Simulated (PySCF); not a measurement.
H8O2Si3, SMILES [SiH2](O[SiH3])O[SiH3] at its GFN2-xTB optimised geometry (Å):

```
13

Si     1.5134     1.6370     0.3244
O      1.7317     0.0440     0.1267
Si     1.1591    -1.4621     0.0000
O     -0.4573    -1.4621     0.0000
Si    -1.8785    -0.6845     0.0000
H      2.8444     2.1860     0.0775
H      1.0560     1.8745     1.6942
H      0.5221     2.1102    -0.6427
H      1.5748    -2.1860     1.1908
H      1.5931    -1.9644    -1.2939
H     -2.0420    -0.0179    -1.2925
H     -1.8930     0.2896     1.0921
H     -2.8444    -1.7620     0.1979
```

Computed with CAM-B3LYP/def2-TZVP run with PySCF 2.14.0. Cells within 0.4 Å of a nucleus heavier than hydrogen are left out (blank, or x).

Map of the log10 of the electron density (e/bohr³), floored at −4 on the plane z = 0.0 Å:

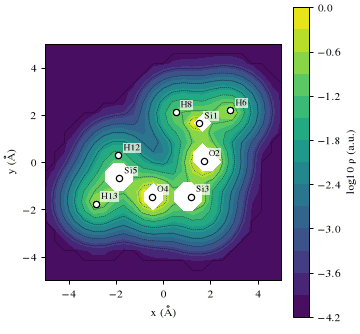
Fig. 1. Log10 of the electron density (e/bohr³), floored at −4 on the plane z = 0.0 Å.
